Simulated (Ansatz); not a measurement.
**Phonon calculation, with input and output: C2H8B2OSi**

System: C2H8B2OSi.
Method: RKS BLYP-D4/def2-SVP (Ansatz 0.2.0).

It belongs to a series of runs on one base structure; here: vibrations at the highest image of the band.

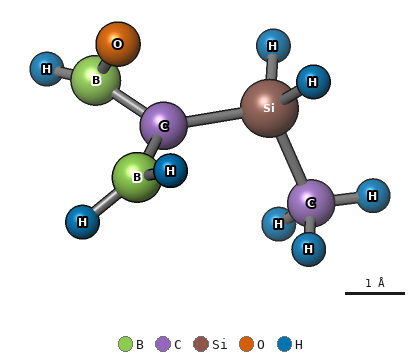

Figure 1. The structure (ball-and-stick view, seen at a tilt). Bond lengths as drawn: B–C 1.53 to 1.58 Å, B–H 1.20 to 1.22 Å, B–O 1.35 Å, C–H 1.11 Å, C–Si 1.90 Å and H–Si 1.50 Å.

Input:
```yaml
crystal:
  periodic: [false, false, false]
  atoms:
    - { symbol: B, position_ang: [-1.993942, 0.057077, -0.068445] }
    - { symbol: C, position_ang: [-0.537062, 0.365416, -0.585791] }
    - { symbol: Si, position_ang: [0.985458, 0.418636, 0.542555] }
    - { symbol: C, position_ang: [1.345684, -1.351431, 1.127475] }
    - { symbol: B, position_ang: [-0.530675, 0.854655, -2.0382] }
    - { symbol: O, position_ang: [-0.913401, 1.872099, -1.244872] }
    - { symbol: H, position_ang: [-2.752837, -0.661135, -0.688964] }
    - { symbol: H, position_ang: [-2.383292, 0.579791, 0.955861] }
    - { symbol: H, position_ang: [0.710982, 1.30861, 1.720013] }
    - { symbol: H, position_ang: [2.147597, 0.973914, -0.22953] }
    - { symbol: H, position_ang: [1.537269, -2.025447, 0.268336] }
    - { symbol: H, position_ang: [0.492165, -1.761519, 1.705209] }
    - { symbol: H, position_ang: [2.23867, -1.369408, 1.784992] }
    - { symbol: H, position_ang: [-0.359618, 0.709644, -3.219937] }
basis:
  gaussian: { orbitals: def2-SVP }
hamiltonian:
  xc: blyp
  dispersion: d4
phonons: {}
```

Machine: 2 threads of Intel Xeon (Granite Rapids), 16 GiB of memory available, shared host.

Launch command:
```bash
ansatz run input.yaml --threads 2 --pin off --max-ram 3072MiB --backend cpu --events-out ev --progress --plain --runs-dir out
```

Output:
```
Engine: ansatz 0.2.0, x86_64-unknown-linux-gnu
Functional definition: BLYP
  parameter beta = 0.0042
  parameter a = 0.04918
  parameter b = 0.132
  parameter c = 0.2533
  parameter d = 0.349
  exchange = b88_x(beta = beta)
  correlation = lyp_c(a = a, b = b, c = c, d = d)
1427 factors; their error is unknown
mean field evaluation 1: about -13459.4101 eV, gradient 6.8e1 eV
mean field evaluation 2: about -13435.7335 eV, gradient 1.2e2 eV
mean field evaluation 4: about -13470.7510 eV, gradient 1.4e1 eV
mean field evaluation 8: about -13471.1950 eV, gradient 1.1e-1 eV
mean field evaluation 16: about -13471.1256 eV, gradient 1.2e-3 eV
mean field -13471.12564140 eV, -495.0547362644 hartree, gradient 2.4e-5 eV, S^2 0.000000; 0 other end points of the search recorded, 0 dependent functions left out
the calculation of the forces begins
reference -13471.12603941 eV, -495.0547508912 hartree; 26, 26 occupied and 102, 102 virtual orbitals, 1427 factors
these checks for a lower state are left out or cut short: stability, starts, cluster_reference, orbital_swaps, neighbouring_geometries, increment
1427 factors; their error is unknown
mean field -13471.12543965 eV, -495.0547288505 hartree, gradient 7.9e-7 eV, S^2 0.000000; 0 other end points of the search recorded, 0 dependent functions left out
[... from here on the field's lines of each further geometry are left out, up to the last ...]
the calculation of the forces begins
reference -13471.12595162 eV, -495.0547476648 hartree; 26, 26 occupied and 102, 102 virtual orbitals, 1427 factors
these checks for a lower state are left out or cut short: stability, starts, cluster_reference, orbital_swaps, neighbouring_geometries, increment
1427 factors; their error is unknown
mean field -13471.12558801 eV, -495.0547343025 hartree, gradient 2.5e-6 eV, S^2 0.000000; 0 other end points of the search recorded, 0 dependent functions left out
the calculation of the forces begins
reference -13471.12598608 eV, -495.0547489311 hartree; 26, 26 occupied and 102, 102 virtual orbitals, 1427 factors
WARN: phonons: modes at or below zero, which the zero-point energy, F, S and C_V leave out: 1, the lowest at -293.96 cm⁻¹. A minimum has none, and a first-order saddle one
Total energy: -13471.80322396 eV, -495.0796369643 hartree
Atom 0 at    -1.993942     0.057077    -0.068445 Å, force     0.002502    -0.001505    -0.003864 eV/Å
Atom 1 at    -0.537062     0.365416    -0.585791 Å, force    -0.003563     0.000234     0.002281 eV/Å
Atom 2 at     0.985458     0.418636     0.542555 Å, force    -0.000592     0.000722     0.001910 eV/Å
Atom 3 at     1.345684    -1.351431     1.127475 Å, force    -0.000054     0.001414    -0.001987 eV/Å
Atom 4 at    -0.530675     0.854655    -2.038200 Å, force    -0.000583    -0.000401    -0.002553 eV/Å
Atom 5 at    -0.913401     1.872099    -1.244872 Å, force     0.002365    -0.003884    -0.001385 eV/Å
Atom 6 at    -2.752837    -0.661135    -0.688964 Å, force    -0.002416     0.001168     0.001169 eV/Å
Atom 7 at    -2.383292     0.579791     0.955861 Å, force     0.000238     0.002644     0.002318 eV/Å
Atom 8 at     0.710982     1.308610     1.720013 Å, force    -0.000305    -0.001033     0.002084 eV/Å
Atom 9 at     2.147597     0.973914    -0.229530 Å, force    -0.000110     0.000695     0.001577 eV/Å
Atom 10 at     1.537269    -2.025447     0.268336 Å, force     0.000263     0.000384    -0.000678 eV/Å
Atom 11 at     0.492165    -1.761519     1.705209 Å, force     0.001184    -0.000109    -0.001072 eV/Å
Atom 12 at     2.238670    -1.369408     1.784992 Å, force     0.000395    -0.000001    -0.000385 eV/Å
Atom 13 at    -0.359618     0.709644    -3.219937 Å, force     0.000675    -0.000328     0.000585 eV/Å
Dipole moment:     0.203761    -0.368829     0.031275 e Å
Vibrations: -293.96 44.91 115.00 142.87 149.50 203.93 248.55 281.29 469.86 488.50 532.36 656.18 663.97 718.90 786.90 816.36 858.60 873.60 906.99 937.56 967.08 1063.66 1134.40 1202.39 1233.96 1342.54 1399.18 1399.83 2154.41 2159.60 2498.09 2585.45 2637.94 2957.06 3041.43 3046.70 cm⁻¹, zero-point energy 2.524291 eV
```

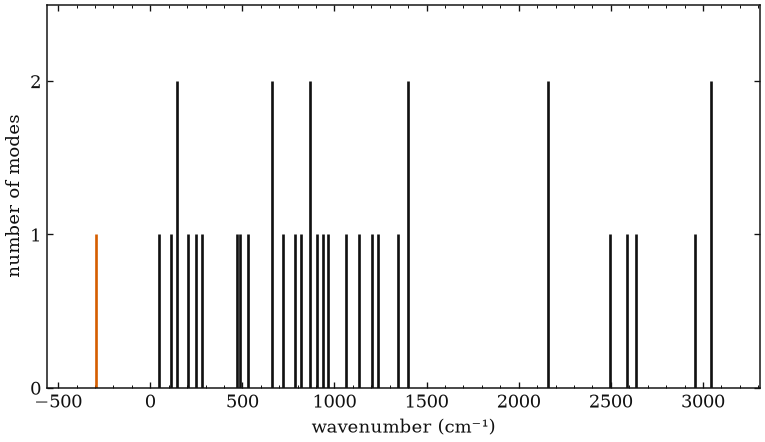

Figure 2. Harmonic vibrational wavenumbers from the force constants; neighbouring modes closer than 15 cm⁻¹ are counted in one stick, and imaginary ones are drawn at negative wavenumbers. 36 modes from 294i to 3047 cm⁻¹, 1 imaginary beyond 8i (294i cm⁻¹): a first-order saddle point, if the geometry is stationary.

Results in brief:

| quantity | value |
| --- | --- |
| outcome | converged |
| total energy | −13471.8032 eV |
| mean-field energy | −13471.1260 eV |
| largest force (length of the vector) | 0.005 eV/Å |
| wall time | 66 s (CPU time 2.1 min) |
| peak memory | 0.18 GiB |
